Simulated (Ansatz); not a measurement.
# CH5ClOSi (SMILES CO[SiH2]Cl): PBE0/MIDI (density fitting with def2-universal-jkfit, xc a 0.33)

What is the vertical electron affinity of CH5ClOSi at PBE0/MIDI (density fitting with def2-universal-jkfit, xc a 0.33)? 

Program for the calculation: Ansatz 0.2.0.

5 further runs of the same task are left out: 1 that didn't finish, 4 set aside as unsound or not needed.

## Step 1: Starting point

CH5ClOSi: 9 atoms, total charge 0, spin state singlet. As SMILES, `CO[SiH2]Cl`. The shape is that of a PBE0-D4/def2-TZVP optimisation. This is one conformer, not always the lowest.

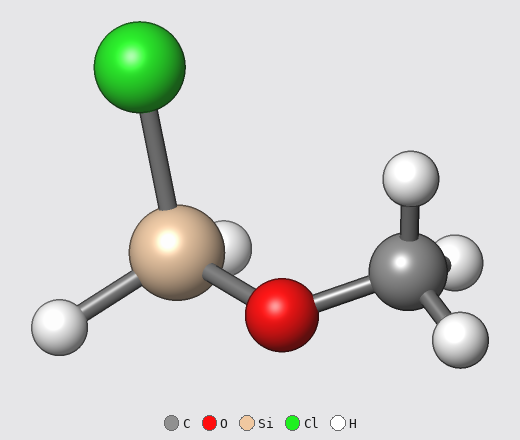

Viewed from a chosen angle; carbon grey, oxygen red, silicon light orange, chlorine green, hydrogen white.

## Step 2: The energy at PBE0/MIDI (density fitting with def2-universal-jkfit, xc a 0.33)

File job.yaml:

```yaml
crystal:
  periodic: [false, false, false]
  atoms:
    - {symbol: C, position_ang: [-0.841000, 0.987400, 0.447000]}
    - {symbol: O, position_ang: [0.418200, 0.685500, -0.117200]}
    - {symbol: Si, position_ang: [0.891200, -0.804900, -0.562600]}
    - {symbol: Cl, position_ang: [0.958100, -2.072600, 1.056300]}
    - {symbol: H, position_ang: [-0.939900, 2.072400, 0.489700]}
    - {symbol: H, position_ang: [-0.920800, 0.584000, 1.460600]}
    - {symbol: H, position_ang: [-1.659100, 0.583600, -0.159700]}
    - {symbol: H, position_ang: [2.251500, -0.671700, -1.115300]}
    - {symbol: H, position_ang: [-0.069600, -1.410100, -1.515800]}
basis:
  gaussian:
    orbitals: MIDI.json
    fitting: {mean_field: def2-universal-jkfit}
magnetization:
  spin_polarized: false
  initial_magnetization: 0
hamiltonian:
  xc: {name: PBE0, parameters: {a: 0.33}}
  pseudopotentials: {relativity: none}
accuracy: high
output: {orbitals: {seedname: orbitals}}
```

The basis set MIDI is read from a file made from the Basis Set Exchange's data (not shown).

Started as:

```sh
$ ansatz run job.yaml --threads 1 --pin off --max-ram 2610MiB --events-out events.jsonl --progress --plain --runs-dir runs
```

Standard output:

```text
Warning: RAYON_NUM_THREADS=1 ignored (pool sized by the plan → 1); use --threads N
Functional definition: PBE0
  name "PBE0"
  parameter a = 0.25
  parameter kappa = 0.804
  parameter beta = 0.06672455060314922
  exchange = (1 - a)*pbe_x(kappa = kappa, mu = beta*pi^2/3) + a*exact_x
  correlation = pbe_c(beta = beta)
  with a = 0.33 from the input
498 factors; integrals over basis functions are off by at most 3.1e-2 eV
mean field evaluation 1: about -23433.0181 eV, gradient 3.5e1 eV
mean field evaluation 2: about -23431.1853 eV, gradient 4.8e1 eV
mean field evaluation 4: about -23435.4832 eV, gradient 1.2e0 eV
mean field evaluation 8: about -23435.4879 eV, gradient 7.8e-3 eV
mean field evaluation 16: about -23435.4879 eV, gradient 4.8e-8 eV
mean field -23435.48787996 eV, -861.2382944444 hartree, gradient 4.8e-8 eV, S^2 0.000000; 0 other end points of the search recorded, 0 dependent functions left out
reference -23435.48788242 eV, -861.2382945346 hartree; 25, 25 occupied and 29, 29 virtual orbitals, 498 factors
Total energy: -23435.48788242 eV, -861.2382945346 hartree
```

Wall time 1.1 s (1 thread of AMD EPYC 9R45 (Zen 5), shared host).

## Step 3: The doublet anion, same level

Edit job.yaml of step 2 so:

```diff
@@ -1 +1,5 @@
+basis:
+  gaussian:
+    orbitals: MIDI.json
+    fitting: {mean_field: def2-universal-jkfit}
 crystal:
@@ -12,9 +16,6 @@
     - {symbol: H, position_ang: [-0.069600, -1.410100, -1.515800]}
-basis:
-  gaussian:
-    orbitals: MIDI.json
-    fitting: {mean_field: def2-universal-jkfit}
+total_charge: -1
 magnetization:
-  spin_polarized: false
-  initial_magnetization: 0
+  spin_polarized: true
+  initial_magnetization: 1
 hamiltonian:
```

The basis set MIDI is read from a file made from the Basis Set Exchange's data (not shown).

Started as:

```sh
$ ansatz run job.yaml --threads 1 --pin off --max-ram 2610MiB --events-out events.jsonl --progress --plain --runs-dir runs
```

Standard output, shortened:

```text
Warning: RAYON_NUM_THREADS=1 ignored (pool sized by the plan → 1); use --threads N
[... 7 set-up lines as earlier in the session ...]
  with a = 0.33 from the input
498 factors; integrals over basis functions are off by at most 3.1e-2 eV
mean field evaluation 1: about -23430.8745 eV, gradient 1.3e1 eV
mean field evaluation 2: about -23431.4719 eV, gradient 1.3e1 eV
mean field evaluation 4: about -23432.6373 eV, gradient 1.6e0 eV
mean field evaluation 8: about -23432.6750 eV, gradient 1.2e-1 eV
mean field evaluation 16: about -23432.6783 eV, gradient 1.2e-3 eV
mean field evaluation 32: about -23432.5755 eV, gradient 9.5e-1 eV
mean field -23432.67834986 eV, -861.1350461175 hartree, gradient 8.9e-8 eV, S^2 0.752801; 4 other end points of the search recorded, 0 dependent functions left out
reference -23432.67835237 eV, -861.1350462097 hartree; 26, 25 occupied and 28, 29 virtual orbitals, 498 factors
Total energy: -23432.67835237 eV, -861.1350462097 hartree
```

Wall time 3 s (1 thread of AMD EPYC 9R45 (Zen 5), shared host).

## Step 4: Summary of results

At PBE0/MIDI (density fitting with def2-universal-jkfit, xc a 0.33):

```
                                         quantity          value
                   singlet CH5ClOSi: total energy  -861.23829 Eh
                    singlet CH5ClOSi: HOMO energy       -8.96 eV
                    singlet CH5ClOSi: LUMO energy        0.89 eV
                  singlet CH5ClOSi: HOMO–LUMO gap        9.85 eV
                      doublet anion: total energy  -861.13505 Eh
doublet anion: HOMO energy (highest over α and β)        4.70 eV
 doublet anion: LUMO energy (lowest over α and β)        7.15 eV
                              doublet anion: ⟨S²⟩          0.753
vertical electron affinity (to the doublet anion)      -2.810 eV
```

In words: The anion lies 2.81 eV (271 kJ/mol) above the neutral: the electron isn't bound at this level, and such a value depends on the basis. Without diffuse functions anions come out too high. The HOMO (doublet anion) lies at positive energy, 4.70 eV; only total energies tell whether the electron is bound.
